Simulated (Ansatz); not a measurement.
AgCl (rock salt)

```
AgCl
1.0
    0.00000     5.61150     5.61150
    2.80575     2.80575     5.61150
    2.80575     2.80575     0.00000
Cl Ag
2 2
Direct
  0.00000   0.00000   0.00000
  0.50000   0.00000   0.00000
  0.00000   0.50000   0.50000
  0.50000   0.50000   0.50000
```

A phonon eigenvector at X = (0.5, 0.5, 0.0) is frozen into this cell: atom i moves by Q times the vector below, so Q is the largest atomic displacement, in Å. The cell is held. (q is in reciprocal vectors of the primitive cell; the cell shown is doubled to hold the pattern.)

| atom | x | y | z |
|---|---|---|---|
| Cl1 | 0.000 | 0.000 | -1.000 |
| Cl2 | 0.000 | 0.000 | 1.000 |
| Ag3 | 0.000 | 0.000 | 0.144 |
| Ag4 | 0.000 | 0.000 | -0.144 |

Method: PBE (plane waves to 420 eV, PAW, scalar-relativistic; Ansatz, a program for electronic structure). k mesh 10×10×10 (Γ-centred), Fermi-Dirac smearing 0.05 eV. E stands for the smeared free energy. AgCl was relaxed with its symmetry unable to fall. ΔE is measured from the undisplaced structure.

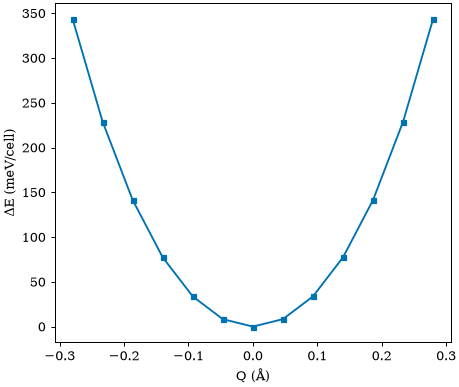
ΔE (meV/cell) against Q (Å); one marker a computed point.

**Question.** What is the energy change at Q = 0.280 Å?

**Answer.** About 340 meV/cell.

**Question.** What harmonic wavenumber does the curvature at Q = 0 give?

**Answer.** About 170 cm⁻¹.

(A displaced cell: forces are minus the slopes of the energy, force constants its curvatures, and phonons follow from these.)
